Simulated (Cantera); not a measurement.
Feed: 1 mol Si₂H₆, 0.84 mol HCl, a varied amount of H₂, held at 1573.15 K and 110000 Pa.

These are equilibrium values from Cantera (NASA tables, ideal gas, pure condensed phases), not measurements of a reactor. Candidate condensed phases: Si; 19 gas species. The feed counts by its element totals alone. The tables' values for SiCl₃ are old estimates; treat these amounts as uncertain. Rates play no part.

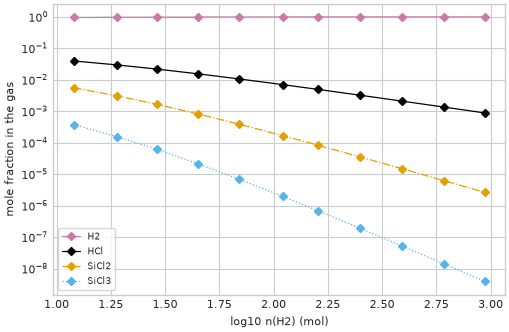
Fig. 1. Equilibrium gas composition (values under 1e-9 drawn at 1e-9)

**Question.** Read off the mole fractions at 19 mol H₂.

**Answer.** H₂ about 0.97, HCl about 0.030, SiCl₂ about 0.0031, SiCl₃ about 0.00016.
